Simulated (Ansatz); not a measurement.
## BaTiO3: response to strain

Take BaTiO3 in the cubic perovskite structure (space group Pm-3m, No. 221; a = 3.935 Å) as the base. Axes: x, y, z lie along the cube axes.

Strains are applied to the cell and any free atomic positions relax.

The values are results of LDA (Ansatz, a program for electronic structure, PAW, no spin-orbit coupling), not measurements.

Notes on the quantities. energy relative to the base: free energy F.

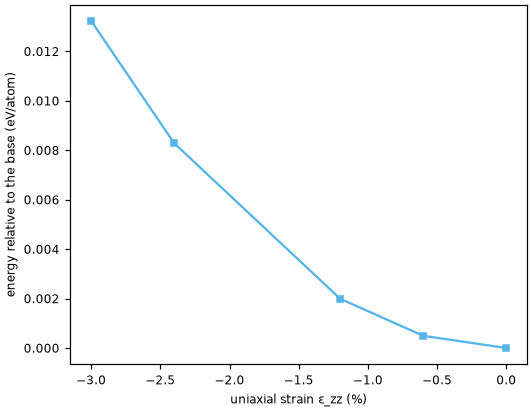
Energy relative to the base against uniaxial strain ε_zz

| uniaxial strain ε_zz (%) | energy relative to the base |
|---|---|
| -3 | +13 meV/atom |
| -2.4 | +8.3 meV/atom |
| -1.2 | +2.0 meV/atom |
| -0.6 | +0.5 meV/atom |

Stability against distortions was not tested. All final runs are without spin polarisation. Many cubic perovskites are stable only at high temperature; tilts and polar distortions were not tested. This is not the structure that BaTiO3 has at room temperature and ambient pressure.
